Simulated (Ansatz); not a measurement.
# One shape, several levels: SiH3 (silyl radical)

We compute a comparison of 6 runs (U-r2SCAN0/3-21G, UBHLYP/6-31G*, USVWN5/6-31G*, UMP2/6-31G*, UBCCD(T)/3-21G, UCCSD(T)/6-31G*) of SiH3 (silyl radical). 

Program for the calculation: Ansatz 0.2.0.

53 further runs of the same task are left out: 53 set aside as unsound or not needed.

## (1) The structure to begin with

The species is SiH3 (4 atoms), meant as a doublet with charge 0. As SMILES, `[SiH3]`. The H2–Si1 distance was set to 3.715 Å, away from the relaxed value. At this shape a bond of the SMILES string is far longer than usual.

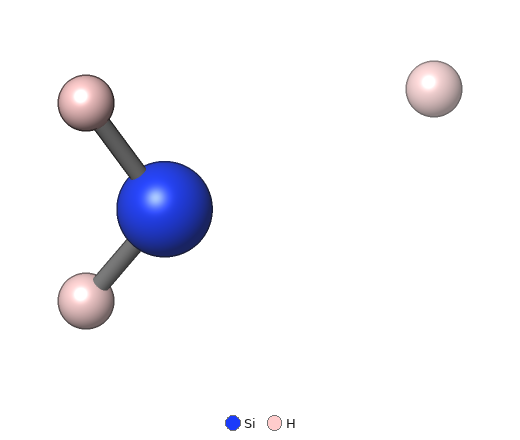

The structure, seen from a chosen angle (silicon blue, hydrogen pink).

## (2) A single-point energy at U-r2SCAN0/3-21G (run 1)

run.yaml reads:

```yaml
crystal:
  periodic: [false, false, false]
  atoms:
    - {symbol: Si, position_ang: [-0.104273, -1.065196, -2.095917]}
    - {symbol: H, position_ang: [0.559150, 0.665300, 1.123900]}
    - {symbol: H, position_ang: [-0.622093, -2.439946, -1.871757]}
    - {symbol: H, position_ang: [-1.026943, -0.275046, -2.951877]}
basis:
  gaussian:
    orbitals: 3-21G.json
total_charge: 0
magnetization:
  spin_polarized: true
  initial_magnetization: 1
hamiltonian:
  xc: {name: r2SCAN0}
accuracy: high
```

The basis set 3-21G is read from a file made from the Basis Set Exchange's data (not shown).

On the command line:

```
$ ansatz run run.yaml --threads 1 --pin off --max-ram 3480MiB --events-out events.jsonl --progress --plain --runs-dir runs
```

Log:

```text
Warning: RAYON_NUM_THREADS=1 ignored (pool sized by the plan → 1); use --threads N
Functional definition: r2SCAN0
  name "r2SCAN0"
  parameter a = 0.25
  parameter k0 = 0.174
  parameter k1 = 0.065
  parameter a1 = 4.9479
  exchange = (1 - a)*r2scan_x(k0 = k0, k1 = k1, a1 = a1) + a*exact_x
  correlation = r2scan_c
362 factors; integrals over basis functions are off by at most 3.2e-9 eV
mean field evaluation 1: about -7877.3102 eV, gradient 3.5e0 eV
mean field evaluation 2: about -7877.6763 eV, gradient 1.6e0 eV
mean field evaluation 4: about -7877.7510 eV, gradient 4.5e-1 eV
mean field evaluation 8: about -7877.7004 eV, gradient 3.6e-2 eV
mean field evaluation 16: about -7877.8887 eV, gradient 3.6e-8 eV
mean field evaluation 32: about -7877.6780 eV, gradient 1.4e-5 eV
mean field evaluation 64: about -7877.7485 eV, gradient 1.2e0 eV
mean field -7877.88866744 eV, -289.5070687036 hartree, gradient 2.1e-8 eV, S^2 1.278648; 5 other end points of the search recorded, 0 dependent functions left out
reference -7877.88866866 eV, -289.5070687485 hartree; 9, 8 occupied and 10, 11 virtual orbitals, 362 factors
Total energy: -7877.88866866 eV, -289.5070687485 hartree
```

Wall time 8.1 s (1 thread of Arm Neoverse V1, shared host); peak memory 0.17 GiB.

## (3) The energy at UBHLYP/6-31G(d) (spherical functions) (run 2)

molecule.yaml reads:

```yaml
crystal:
  periodic: [false, false, false]
  atoms:
    - symbol: Si
      position_ang: [-0.104273, -1.065196, -2.095917]
    - symbol: H
      position_ang: [0.559150, 0.665300, 1.123900]
    - symbol: H
      position_ang: [-0.622093, -2.439946, -1.871757]
    - symbol: H
      position_ang: [-1.026943, -0.275046, -2.951877]
basis:
  gaussian: {orbitals: 6-31G_st_-spherical.json}
magnetization: {spin_polarized: true, initial_magnetization: 1}
hamiltonian: {xc: {name: BHLYP}}
accuracy: high
```

The basis set 6-31G* is read from a file made from the Basis Set Exchange's data (not shown).

On the command line:

```
$ ansatz run molecule.yaml --threads 1 --pin off --max-ram 3480MiB --events-out events.jsonl --progress --plain --runs-dir runs
```

Log:

```text
Warning: RAYON_NUM_THREADS=1 ignored (pool sized by the plan → 1); use --threads N
Functional definition: BHLYP
  name "BHLYP"
  parameter a = 0.5
  exchange = (1 - a)*b88_x + a*exact_x
  correlation = lyp_c
435 factors; integrals over basis functions are off by at most 5.1e-9 eV
mean field evaluation 1: about -7919.8223 eV, gradient 4.6e0 eV
mean field evaluation 2: about -7920.4137 eV, gradient 2.4e0 eV
mean field evaluation 4: about -7920.5473 eV, gradient 2.5e-1 eV
mean field evaluation 8: about -7920.5739 eV, gradient 2.1e-1 eV
mean field evaluation 16: about -7920.6125 eV, gradient 8.7e-4 eV
mean field evaluation 32: about -7920.0215 eV, gradient 1.4e-5 eV
mean field -7920.61250835 eV, -291.0771408977 hartree, gradient 1.0e-8 eV, S^2 1.058757; 6 other end points of the search recorded, 0 dependent functions left out
reference -7920.61253241 eV, -291.0771417820 hartree; 9, 8 occupied and 15, 16 virtual orbitals, 435 factors
Total energy: -7920.61253241 eV, -291.0771417820 hartree
```

Run time: 4.2 s. Hardware: 1 thread of Arm Neoverse V1, shared host; peak memory 0.11 GiB.

Runs 3 to 5 aren't shown in full; the table further down has their settings and results.

## (4) The energy at UCCSD(T)/6-31G(d) (spherical functions) (run 6)

run.yaml: that of step 2 with these lines changed.

```diff
@@ -9,4 +9,9 @@
   gaussian:
-    orbitals: 3-21G.json
-total_charge: 0
+    orbitals: 6-31G_st_-spherical.json
+scf:
+  omitted_lower_state_checks: [cluster_reference, increment]
+accuracy: high
+correlation:
+  method: ccsd_t
+  frozen_orbitals: {H: 0, Si: 5}
 magnetization:
@@ -14,4 +19 @@
   initial_magnetization: 1
-hamiltonian:
-  xc: {name: r2SCAN0}
-accuracy: high
```

The basis set 6-31G* is read from a file made from the Basis Set Exchange's data (not shown).

On the command line:

```
$ ansatz run run.yaml --threads 1 --pin off --max-ram 3480MiB --events-out events.jsonl --progress --plain --runs-dir runs
```

Log:

```text
Warning: RAYON_NUM_THREADS=1 ignored (pool sized by the plan → 1); use --threads N
[... 14 lines left out ...]
5 core orbitals not correlated: weight in the atoms' cores, before any rotation towards them, 1.000 or more for the frozen orbitals, at most 0.000 for the correlated occupied ones
[... 44 lines left out ...]
Total energy: -7907.09970304 eV, -290.5805544619 hartree
Checks for a lower state left out: cluster_reference, increment
```

Run time: 0.72 s. Hardware: 1 thread of Arm Neoverse V1, shared host.

## (5) The series

```csv
run,level,frozen core orbitals,energy (Eh),⟨S²⟩,wall time
1,U-r2SCAN0/3-21G,–,-289.507069,1.279,8.1 s
2,UBHLYP/6-31G* (spherical functions),–,-291.077142,1.059,4.2 s
3,USVWN5/6-31G* (spherical functions),–,-289.864172,0.924,2 s
4,UMP2/6-31G* (spherical functions),5,-290.553979,1.313,0.34 s
5,UBCCD(T)/3-21G,5,-289.036044,1.288,0.68 s
6,UCCSD(T)/6-31G* (spherical functions),5,-290.580554,1.313,0.72 s
```

## (6) Outcome

| quantity | value |
| --- | --- |
| run 6: total energy | -290.58055 Eh |
| run 6: correlation energy (5 core orbitals frozen) | -84.1 mEh |
| run 6: (T) correction | -1.78 mEh |
| run 6: ⟨S²⟩ of the reference determinant | 1.313 |
| run 6: T1 diagnostic | 0.102 |

Totals of different functionals can't be ranked against each other. Spin contamination of the reference: run 4 ⟨S²⟩ = 1.31, run 6 ⟨S²⟩ = 1.31, run 5 ⟨S²⟩ = 1.29, run 1 ⟨S²⟩ = 1.28, run 2 ⟨S²⟩ = 1.06, run 3 ⟨S²⟩ = 0.92. All runs together took 16 s, the longest 8.1 s.
